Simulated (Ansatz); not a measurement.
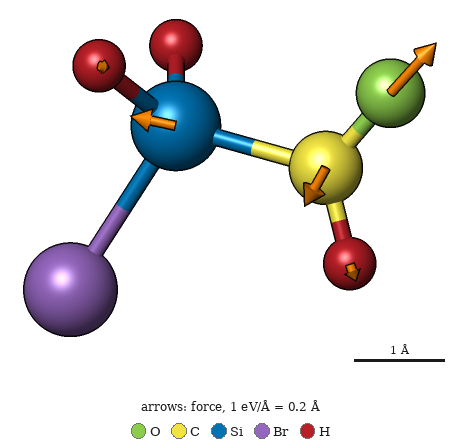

Starting geometry of CH3BrOSi (coarse preliminary run) with the computed forces as orange arrows. Style: ball-and-stick. Shown at a tilt.

The start comes from a force field.

Computed with RKS PBE-D4/def2-SVP (Ansatz). Settings: force threshold 0.03 eV/Å; at most 200 steps.

Is this structure relaxed? If not, where do the atoms go?

It isn't relaxed: the largest force vector, on the O atom, is 4.09 eV/Å. The final displacements follow the starting forces only in part (cosine between the two patterns 0.47). The energy falls by 23.8 kJ/mol in 4 accepted moves (5 points after the start). Largest force component: 3 eV/Å at the start, 0.019 eV/Å at the end. The line search rejected the trial step at point 2 of the run. The Si atom moves most after the best rigid fit: 0.10 Å. Largest moves by element: Si 0.10 Å, Br 0.10 Å, H 0.09 Å, O 0.06 Å, C 0.02 Å. Some distances before and after: C–Si 1.845 → 1.946 Å, H–Si 1.541 → 1.501 Å, C–O 1.177 → 1.216 Å, C–H 1.105 → 1.137 Å. Bond angles that change, for instance: Br–Si–H 103.0° → 109.8°, C–Si–H 114.5° → 108.1°, C–Si–H 112.9° → 108.1°.
